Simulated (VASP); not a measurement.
Band structure of SrTe (rock salt). Calculation: PBE GGA, VASP's PBE PAW potentials (set 64) (plane waves; VASP).

Unless said otherwise, spin-orbit coupling is left out, though it shifts the bands of the heavy elements here.

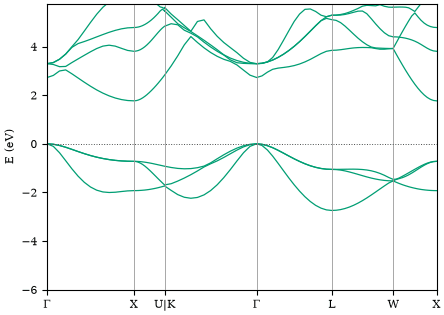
Fig. 1. Bands along high-symmetry lines, zero at the valence-band maximum or, without a gap, the Fermi level

Problem. Read the plot: is there a gap, and where are the band edges?

Solution. The gap is indirect, 1.77 eV, from the valence maximum at Γ to the conduction minimum at X. (Edges off the drawn lines would not show.)

The compound is SrTe in the rock salt structure. It was relaxed first.
